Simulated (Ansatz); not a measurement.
# BSiGeH+ (quartet): from Hartree-Fock to the top rungs, cc-pVTZ

How much of the correlation energy of BSiGeH+ (quartet) does each wave-function method recover here?

Method: cc-pVTZ, core rule «outside noble gas», up to 20 orbitals frozen; program: Ansatz 0.2.0, Gaussian basis.

Plan: UHF; CCSD(T) on ROHF; CCSD(T) on UHF; BCCD(T) on ROHF; CCSDT(Q) on ROHF; CCSDT(Q) on UHF.

6 further runs of the same task are left out: 6 set aside as unsound or not needed.

### Step 1. What is computed

The geometry is a PBE0/def2-TZVP stationary point (not a proven minimum) of the parent state, kept for this charge and spin. No spin-orbit coupling is included. The filled d shell of Ge may be among the frozen orbitals whatever the setting's name suggests; the logs give the count.

4 atoms, charge 1, spin multiplicity 4.

Atoms are counted from 1 here; the program's logs count them from 0.

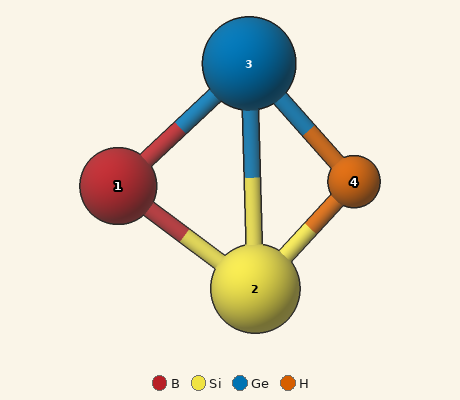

The geometry (boron red, silicon yellow, germanium blue, hydrogen orange); atoms are numbered from 1 in the order of the file.

As a file:

```
B     0.0000    1.3321    0.6488
Si    0.0000   -0.2406    1.7458
Ge    0.0000   -0.0871   -0.7786
H     0.0000   -1.3045    0.5065
```

In the tables R marks a restricted open-shell determinant and U an unrestricted one; energies count from the table's Hartree-Fock row.

### Step 2. UHF

in.yaml reads:

```yaml
crystal:
  periodic: [false, false, false]
  atoms:
    - {symbol: B, position_ang: [0.000000, 1.332119, 0.648825]}
    - {symbol: Si, position_ang: [0.000000, -0.240648, 1.745819]}
    - {symbol: Ge, position_ang: [0.000000, -0.087114, -0.778595]}
    - {symbol: H, position_ang: [0.000000, -1.304472, 0.506468]}
basis:
  gaussian: {orbitals: cc-pVTZ}
total_charge: 1
magnetization: {spin_polarized: true, initial_magnetization: 3}
hamiltonian: {xc: hf}
output: {orbitals: {seedname: orbitals}}
```

Run with:

```
> ansatz run in.yaml --threads 1 --pin off --events-out ev --progress --plain --max-ram 4096MiB --backend cpu
```

The log of the run:

```text
Functional definition: HF
  name "HF"
  cite "Fock, Z. Phys. 61, 126 (1930) doi:10.1007/BF01340294"
  parent pbe
  exchange = exact_x
  correlation = 0
1135 factors; their error is unknown
mean field evaluation 1: about -65008.9839 eV, gradient 1.6e1 eV
mean field evaluation 2: about -65010.7633 eV, gradient 8.0e0 eV
mean field evaluation 4: about -65011.5803 eV, gradient 1.7e0 eV
mean field evaluation 8: about -65011.6797 eV, gradient 2.8e-1 eV
mean field evaluation 16: about -65011.6899 eV, gradient 1.0e-1 eV
mean field evaluation 32: about -65012.8008 eV, gradient 6.2e-1 eV
mean field evaluation 64: about -65013.3763 eV, gradient 7.8e-2 eV
mean field evaluation 96: about -65009.2220 eV, gradient 6.7e0 eV
mean field evaluation 128: about -65013.3692 eV, gradient 3.0e-1 eV
mean field evaluation 160: about -65011.6899 eV, gradient 1.0e-1 eV
mean field evaluation 192: about -65012.7478 eV, gradient 1.4e-4 eV
mean field -65013.37952059 eV, -2389.1976297303 hartree, gradient 4.0e-6 eV, S^2 3.797093; 3 other end points of the search recorded, 0 dependent functions left out
reference -65013.37952059 eV, -2389.1976297303 hartree; 27, 24 occupied and 94, 97 virtual orbitals, 1135 factors
Total energy: -65013.37952059 eV, -2389.1976297303 hartree
```

Wall time 23 s (1 thread of AMD EPYC 7R13, shared host); peak memory 0.46 GiB.

From the report: ⟨S²⟩ of the determinant 3.797 (pure quartet: 3.75).

### Step 3. CCSD(T) on ROHF

in.yaml, as its differences from that of step 2:

```diff
@@ -10,4 +10,3 @@
 total_charge: 1
-magnetization: {spin_polarized: true, initial_magnetization: 3}
-hamiltonian: {xc: hf}
-output: {orbitals: {seedname: orbitals}}
+magnetization: {spin_polarized: false, initial_magnetization: 3}
+correlation: {method: ccsd_t, electrons: outside_noble_gas}
```

Run with:

```
> ansatz run in.yaml --threads 2 --pin off --events-out ev --progress --plain --max-ram 24576MiB --backend cuda --devices 0, --max-vram 18GiB
```

The log of the run, cut to the lines that bear on the results:

```text
Functional definition: HF
  name "HF"
  cite "Fock, Z. Phys. 61, 126 (1930) doi:10.1007/BF01340294"
  parent pbe
[...]
759 factors; integrals over basis functions are off by at most 1.1e-3 eV
[...]
mean field -65013.20882234 eV, -2389.1913566852 hartree, gradient 2.5e-6 eV, S^2 3.750000; 10 other end points of the search recorded, 0 dependent functions left out
[...]
determinant -65013.20882234 eV, -2389.1913566852 hartree, with singles and doubles -65020.62040957 eV, -2389.4637274923 hartree
determinant -65012.40975734 eV, -2389.1619915881 hartree, with singles and doubles -65020.15471400 eV, -2389.4466134956 hartree
determinant -65010.08291568 eV, -2389.0764817343 hartree, with singles and doubles -65017.59320886 eV, -2389.3524799181 hartree
determinant -65013.20882234 eV, -2389.1913566852 hartree, with singles and doubles -65020.50032901 eV, -2389.4593146129 hartree
determinant -65012.40975734 eV, -2389.1619915881 hartree, with singles and doubles -65020.03328061 eV, -2389.4421509009 hartree
20 core orbitals not correlated: weight in the atoms' cores, before any rotation towards them, 0.999 or more for the frozen orbitals, at most 0.000 for the correlated occupied ones
reference -65013.20882234 eV, -2389.1913566852 hartree; 7, 4 occupied and 94, 97 virtual orbitals, 759 factors
second order -6.26922379 eV of doubles, -0.07073101 eV of singles
cycle   1  -7.29150471 eV  change    2.0e-6 eV  update   4.5e-6
perturbative correction -0.43332113 eV, -0.0159242579 hartree
Total energy: -65020.93364818 eV, -2389.4752387989 hartree
```

Wall time 20 s (1 × H100 (card shared with other runs) with 2 threads of AMD EPYC 7R13, shared host); peak host memory 0.83 GiB.

From the report: correlation -7.7248 eV; T1 0.034; largest double amplitude 0.06.

### Step 4. CCSD(T) on UHF

in.yaml, as its differences from that of step 3:

```diff
@@ -10,3 +10,3 @@
 total_charge: 1
-magnetization: {spin_polarized: false, initial_magnetization: 3}
+magnetization: {spin_polarized: true, initial_magnetization: 3}
 correlation: {method: ccsd_t, electrons: outside_noble_gas}
```

The command is unchanged.

The log of the run, cut to the lines that bear on the results:

```text
Functional definition: HF
  name "HF"
  cite "Fock, Z. Phys. 61, 126 (1930) doi:10.1007/BF01340294"
  parent pbe
[...]
759 factors; integrals over basis functions are off by at most 1.1e-3 eV
[...]
mean field -65013.38044130 eV, -2389.1976635657 hartree, gradient 2.4e-6 eV, S^2 3.797093; 20 other end points of the search recorded, 0 dependent functions left out
determinant -65013.38044130 eV, -2389.1976635657 hartree, with singles and doubles -65020.62479249 eV, -2389.4638885616 hartree
determinant -65012.74873898 eV, -2389.1744489336 hartree, with singles and doubles -65020.13084652 eV, -2389.4457363821 hartree
determinant -65011.95855972 eV, -2389.1454103815 hartree, with singles and doubles -65019.18095523 eV, -2389.4108285211 hartree
determinant -65011.28337217 eV, -2389.1205976967 hartree, with singles and doubles -65017.78214792 eV, -2389.3594233005 hartree
[...]
determinant -65009.95000327 eV, -2389.0715972935 hartree, with singles and doubles -65017.61309938 eV, -2389.3532108814 hartree
determinant -65009.89734541 eV, -2389.0696621526 hartree, with singles and doubles -65017.11394822 eV, -2389.3348674143 hartree
determinant -65013.38044130 eV, -2389.1976635657 hartree, with singles and doubles -65020.50851219 eV, -2389.4596153396 hartree
determinant -65012.74873898 eV, -2389.1744489336 hartree, with singles and doubles -65020.04479718 eV, -2389.4425741271 hartree
20 core orbitals not correlated: weight in the atoms' cores, before any rotation towards them, 0.999 or more for the frozen orbitals, at most 0.000 for the correlated occupied ones
reference -65013.38044130 eV, -2389.1976635657 hartree; 7, 4 occupied and 94, 97 virtual orbitals, 759 factors
second order -6.11883277 eV of doubles, -0.00000000 eV of singles
cycle   1  -7.12806875 eV  change    2.1e-6 eV  update   5.1e-6
perturbative correction -0.42551023 eV, -0.0156372125 hartree
Total energy: -65020.93402028 eV, -2389.4752524732 hartree
```

Run time: 28 s. Hardware: 1 × H100 (card shared with other runs) with 2 threads of AMD EPYC 7R13, shared host; peak host memory 0.84 GiB.

From the report: ⟨S²⟩ of the determinant 3.797 (pure quartet: 3.75); correlation -7.5536 eV; T1 0.028; largest double amplitude 0.05.

### Step 5. BCCD(T) on ROHF

in.yaml, as its differences from that of step 4:

```diff
@@ -10,3 +10,3 @@
 total_charge: 1
-magnetization: {spin_polarized: true, initial_magnetization: 3}
-correlation: {method: ccsd_t, electrons: outside_noble_gas}
+magnetization: {spin_polarized: false, initial_magnetization: 3}
+correlation: {method: bccd_t, electrons: outside_noble_gas}
```

Same command.

The log of the run, cut to the lines that bear on the results:

```text
Functional definition: HF
  name "HF"
  cite "Fock, Z. Phys. 61, 126 (1930) doi:10.1007/BF01340294"
  parent pbe
[...]
759 factors; integrals over basis functions are off by at most 1.1e-3 eV
[...]
mean field -65013.20882234 eV, -2389.1913566852 hartree, gradient 2.5e-6 eV, S^2 3.750000; 10 other end points of the search recorded, 0 dependent functions left out
[...]
determinant -65013.20882234 eV, -2389.1913566852 hartree, with singles and doubles -65020.62040957 eV, -2389.4637274923 hartree
determinant -65012.40975734 eV, -2389.1619915881 hartree, with singles and doubles -65020.15471400 eV, -2389.4466134956 hartree
determinant -65010.08291568 eV, -2389.0764817343 hartree, with singles and doubles -65017.59320886 eV, -2389.3524799181 hartree
determinant -65013.20882234 eV, -2389.1913566852 hartree, with singles and doubles -65020.50032901 eV, -2389.4593146129 hartree
determinant -65012.40975734 eV, -2389.1619915881 hartree, with singles and doubles -65020.03328061 eV, -2389.4421509009 hartree
20 core orbitals not correlated: weight in the atoms' cores, before any rotation towards them, 0.999 or more for the frozen orbitals, at most 0.000 for the correlated occupied ones
reference -65013.20882234 eV, -2389.1913566852 hartree; 7, 4 occupied and 94, 97 virtual orbitals, 759 factors
second order -6.26922379 eV of doubles, -0.07073101 eV of singles
cycle   1  -7.27966845 eV  change    1.2e-2 eV  update   1.0e-2
[...]
cycle  12  -7.27626659 eV  change    4.0e-6 eV  update   7.4e-6
perturbative correction -0.45170958 eV, -0.0166000210 hartree
Total energy: -65020.93679851 eV, -2389.4753545714 hartree
```

Wall time 24 s (1 × H100 (card shared with other runs) with 2 threads of AMD EPYC 7R13, shared host); peak host memory 0.83 GiB.

From the report: correlation -7.7280 eV; largest double amplitude 0.05.

### Step 6. CCSDT(Q) on ROHF

in.yaml, as its differences from that of step 5:

```diff
@@ -11,2 +11,2 @@
 magnetization: {spin_polarized: false, initial_magnetization: 3}
-correlation: {method: bccd_t, electrons: outside_noble_gas}
+correlation: {method: ccsdt_q, electrons: outside_noble_gas}
```

Launched as before.

The log of the run, cut to the lines that bear on the results:

```text
Functional definition: HF
  name "HF"
  cite "Fock, Z. Phys. 61, 126 (1930) doi:10.1007/BF01340294"
  parent pbe
[...]
1511 factors; integrals over basis functions are off by at most 2.2e-7 eV
[...]
mean field -65013.20884310 eV, -2389.1913574481 hartree, gradient 4.5e-6 eV, S^2 3.750000; 10 other end points of the search recorded, 0 dependent functions left out
[...]
determinant -65013.20884310 eV, -2389.1913574481 hartree, with singles and doubles -65020.62044356 eV, -2389.4637287412 hartree
determinant -65012.40977757 eV, -2389.1619923317 hartree, with singles and doubles -65020.15474816 eV, -2389.4466147512 hartree
determinant -65010.08293851 eV, -2389.0764825732 hartree, with singles and doubles -65017.59331427 eV, -2389.3524837919 hartree
determinant -65013.20884310 eV, -2389.1913574481 hartree, with singles and doubles -65020.50034182 eV, -2389.4593150838 hartree
determinant -65012.40977757 eV, -2389.1619923317 hartree, with singles and doubles -65020.03328941 eV, -2389.4421512244 hartree
20 core orbitals not correlated: weight in the atoms' cores, before any rotation towards them, 0.999 or more for the frozen orbitals, at most 0.000 for the correlated occupied ones
reference -65013.20884310 eV, -2389.1913574481 hartree; 7, 4 occupied and 94, 97 virtual orbitals, 1511 factors
second order -6.26924021 eV of doubles, -0.07073103 eV of singles
cycle   1  -6.92272668 eV  change   -5.8e-1 eV  update   1.1e-1
[...]
cycle  24  -7.77683000 eV  change   -4.9e-7 eV  update   4.9e-7
perturbative correction -0.03263530 eV, -0.0011993250 hartree
Total energy: -65021.01830840 eV, -2389.4783500044 hartree
```

It took 1.8 min on 1 × H100 (card shared with other runs) with 2 threads of AMD EPYC 7R13, shared host; peak host memory 1.6 GiB.

From the report: correlation -7.8095 eV; T1 0.037; largest double amplitude 0.06.

### Step 7. CCSDT(Q) on UHF

in.yaml, as its differences from that of step 6:

```diff
@@ -10,3 +10,3 @@
 total_charge: 1
-magnetization: {spin_polarized: false, initial_magnetization: 3}
+magnetization: {spin_polarized: true, initial_magnetization: 3}
 correlation: {method: ccsdt_q, electrons: outside_noble_gas}
```

Same command.

The log of the run, cut to the lines that bear on the results:

```text
Functional definition: HF
  name "HF"
  cite "Fock, Z. Phys. 61, 126 (1930) doi:10.1007/BF01340294"
  parent pbe
[...]
1511 factors; integrals over basis functions are off by at most 2.2e-7 eV
[...]
mean field -65013.38046216 eV, -2389.1976643322 hartree, gradient 1.7e-6 eV, S^2 3.797093; 20 other end points of the search recorded, 0 dependent functions left out
determinant -65013.38046216 eV, -2389.1976643322 hartree, with singles and doubles -65020.62482582 eV, -2389.4638897865 hartree
determinant -65012.74876008 eV, -2389.1744497090 hartree, with singles and doubles -65020.13087900 eV, -2389.4457375755 hartree
determinant -65011.95857991 eV, -2389.1454111233 hartree, with singles and doubles -65019.18098652 eV, -2389.4108296709 hartree
determinant -65011.28339492 eV, -2389.1205985328 hartree, with singles and doubles -65017.78217837 eV, -2389.3594244193 hartree
[...]
determinant -65009.89736877 eV, -2389.0696630112 hartree, with singles and doubles -65017.11397907 eV, -2389.3348685479 hartree
determinant -65013.38046216 eV, -2389.1976643322 hartree, with singles and doubles -65020.50852496 eV, -2389.4596158086 hartree
determinant -65012.74876008 eV, -2389.1744497090 hartree, with singles and doubles -65020.04480530 eV, -2389.4425744255 hartree
20 core orbitals not correlated: weight in the atoms' cores, before any rotation towards them, 0.999 or more for the frozen orbitals, at most 0.000 for the correlated occupied ones
reference -65013.38046216 eV, -2389.1976643322 hartree; 7, 4 occupied and 94, 97 virtual orbitals, 1511 factors
second order -6.11884867 eV of doubles, -0.00000000 eV of singles
cycle   1  -6.74177821 eV  change   -6.2e-1 eV  update   1.1e-1
[...]
cycle  21  -7.60848781 eV  change    1.3e-6 eV  update   1.4e-6
perturbative correction -0.03330532 eV, -0.0012239480 hartree
Total energy: -65021.02225529 eV, -2389.4784950501 hartree
```

It took 1.9 min on 1 × H100 (card shared with other runs) with 2 threads of AMD EPYC 7R13, shared host; peak host memory 1.3 GiB.

From the report: ⟨S²⟩ of the determinant 3.797 (pure quartet: 3.75); correlation -7.6418 eV; T1 0.031; largest double amplitude 0.07.

### Step 8. All levels against the top one

The yardstick is UCCSDT(Q), where the cluster series has nearly closed. Rows without a time come out of other runs: HF, MP2 and CCSD of CCSD(T), CCSDT of CCSDT(Q).

Differences are taken before rounding.

| method | energy from the lowest RHF (kJ/mol) | from UCCSDT(Q) (kJ/mol) | time |
| --- | --- | --- | --- |
| RHF | 0.0 | +753.9 |  |
| UHF | -16.6 | +737.3 |  |
| RMP2 | -611.7 | +142.2 |  |
| UMP2 | -606.9 | +146.9 |  |
| RCCSD | -703.5 | +50.4 |  |
| UCCSD | -704.3 | +49.6 |  |
| RCCSD(T) | -745.3 | +8.5 | 20 s |
| UCCSD(T) | -745.4 | +8.5 | 28 s |
| BCCD(T) | -745.6 | +8.2 | 24 s |
| RCCSDT | -750.4 | +3.5 |  |
| UCCSDT | -750.7 | +3.2 |  |
| RCCSDT(Q) | -753.5 | +0.4 | 1.8 min |
| UCCSDT(Q) | -753.9 | 0 | 1.9 min |

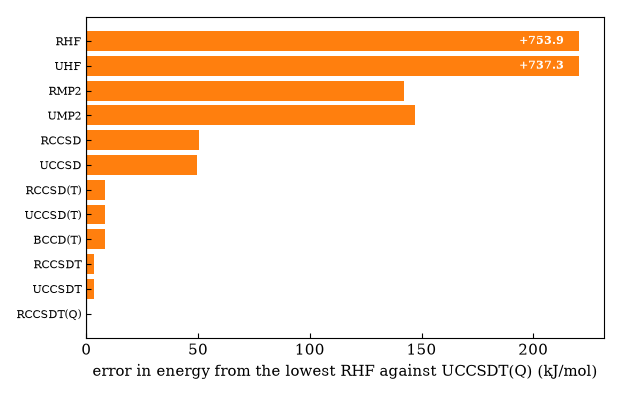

How far each level lands from UCCSDT(Q). Bars with a number in them are cut short.

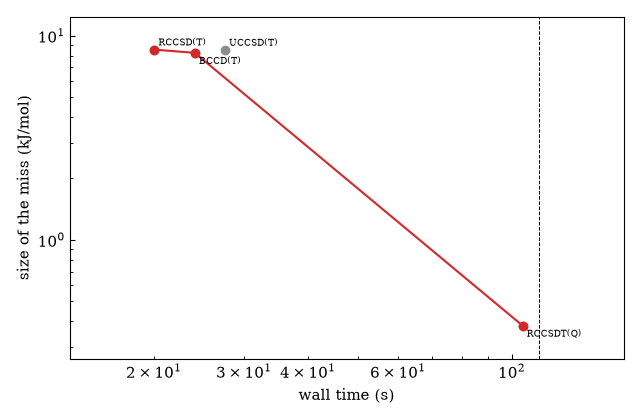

Accuracy for the time spent; red marks the levels that beat every quicker one drawn (of those quicker than the yardstick), and the dashed line is the time of UCCSDT(Q). Times are from a shared host.

### Step 9. Outcome

```
                         quantity                      value
   UCCSDT(Q) below the RHF energy                 -7.8134 eV
              RMP2 from UCCSDT(Q)              +142.2 kJ/mol
              UMP2 from UCCSDT(Q)              +146.9 kJ/mol
             RCCSD from UCCSDT(Q)               +50.4 kJ/mol
          RCCSD(T) from UCCSDT(Q)                +8.5 kJ/mol
          UCCSD(T) from UCCSDT(Q)                +8.5 kJ/mol
         RCCSDT(Q) from UCCSDT(Q)                +0.4 kJ/mol
levels within 1 kcal/mol (43 meV)  RCCSDT, UCCSDT, RCCSDT(Q)
                    T1 diagnostic                      0.034
```

RCCSD(T) misses by +8.5 kJ/mol, 1.1 % of the correlation energy. These misses are within one basis, not against nature; the frozen cores of restricted and unrestricted runs differ, which can shift their rows.

For cost: RCCSDT(Q) gets within 0.4 kJ/mol in 1.8 min, where UCCSDT(Q) took 1.9 min; the quickest level in the cost chart, RCCSD(T), takes 20 s and misses by 8.5 kJ/mol.
